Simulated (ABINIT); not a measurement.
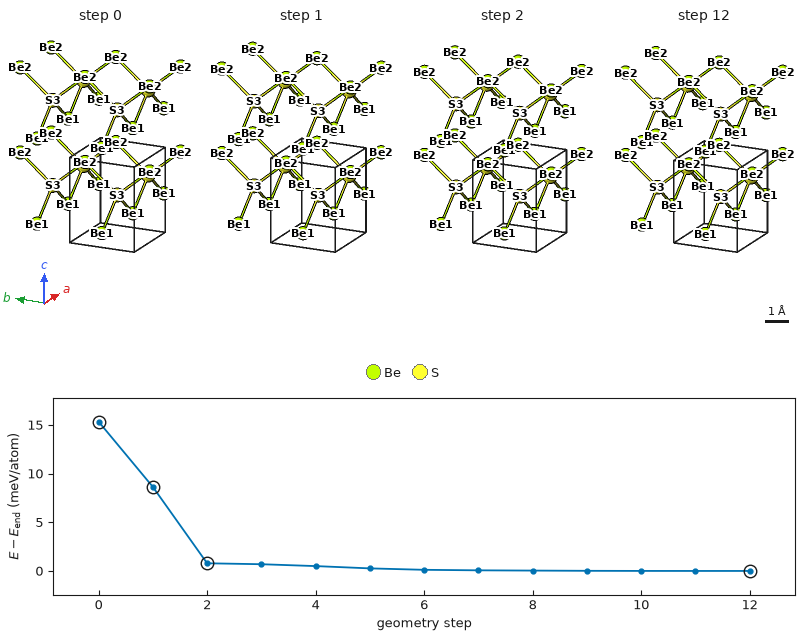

Frames of a relaxation of crystalline Be2S (a generated structure, set up in P-4m2), marked on the history of the run. The picture is a ball-and-stick view of the cell of the calculation, repeated 2 × 2 × 2 with one cell outlined, seen from a free direction.

The run lets cell and atoms move.

These are results of Kohn-Sham DFT of a periodic cell, LDA-Teter, HGH LDA (ABINIT 10.8.3), not measurements.

Input file:
```
# Pseudopotentials
pp_dirpath "./"
pseudos "Be.hgh, S.hgh"

# Structure
acell 3*1.0 Angstrom
rprim
     3.1575700000     0.0000000000     0.0000000000
     0.0000000000     3.1575700000     0.0000000000
     0.0000000000     0.0000000000     3.9403700000
ntypat 2
znucl 4 16
natom 3
typat 1 1 2
chkprim 0
chksymtnons 0
tolsym 1.0e-6
xred
            0.0            1/2   0.1685400000
            1/2            0.0   0.8314600000
            1/2            1/2            1/2

# Plane-wave basis
ecut 761.918815 eV
ecutsm 0.5

# k points
kptopt 1
ngkpt 6 6 5
nshiftk 1
shiftk 0.0 0.0 0.0

# Exchange and correlation
ixc 1

# Bands and occupations
nband 9
occopt 3
tsmear 0.05 eV

# SCF cycle
nstep 80
tolvrs 1.0e-12

# Output
iomode 3
prteig 0
prtebands 0
prtwf 0
prtden 0

# Relaxation
ionmov 2
optcell 2
ntime 50
tolmxf 2.0e-5
dilatmx 1.08
```

Command:
```bash
abinit run.abi > log 2>&1
```

Question: Describe the path.

Answer: The largest moves relative to the cell, 0.012 Å, are those of Be1 and Be2. Be1 goes along −c. S stays in place. Cell: a = b 3.158 → 3.094 Å (−2.0 %), c 3.940 → 3.817 Å (−3.1 %). Volume −7.0 %. Near-neighbour distances that change, for instance: Be1–S3 2.049 → 2.006 Å. The space group stays P-4m2 (No. 115). The energy falls by 15.3 meV per atom in 12 geometry steps. Largest force component: 0.25 eV/Å at the start, 0.00015 eV/Å at the end. Pressure: −5.36 GPa at the start and 0.00 GPa at the end. The run took 100 s on 1 thread of Intel(R) Xeon(R) Platinum 8488C (Sapphire Rapids), on a shared host, peak memory 0.07 GiB. From step 0 to 1: volume −1.6 %, energy −6.7 meV per atom. From step 1 to 2: volume −4.6 %, energy −7.8 meV per atom. From step 2 to 12: Be atoms move most (0.02 Å), volume −0.8 %, energy −0.8 meV per atom.

| step | E − E(0), meV/atom | largest force component, eV/Å | pressure, GPa | volume, Å³/atom |
| --- | --- | --- | --- | --- |
| 0 | 0.00 | 0.2544 | -5.36 | 13.095 |
| 1 | -6.71 | 0.1616 | -4.06 | 12.882 |
| 2 | -14.55 | 0.1209 | 0.10 | 12.283 |
| 3 | -14.65 | 0.0991 | -0.12 | 12.306 |
| 4 | -14.84 | 0.0584 | -0.35 | 12.316 |
| 5 | -15.07 | 0.0107 | -0.41 | 12.286 |
| 6 | -15.22 | 0.0126 | -0.21 | 12.228 |
| 7 | -15.27 | 0.0102 | 0.00 | 12.190 |
| 8 | -15.30 | 0.0026 | 0.10 | 12.175 |
| 9 | -15.32 | 0.0044 | 0.13 | 12.169 |
| 10 | -15.34 | 0.0044 | 0.07 | 12.175 |
| 11 | -15.34 | 0.0015 | 0.02 | 12.181 |
| 12 | -15.34 | 0.0002 | 0.00 | 12.183 |
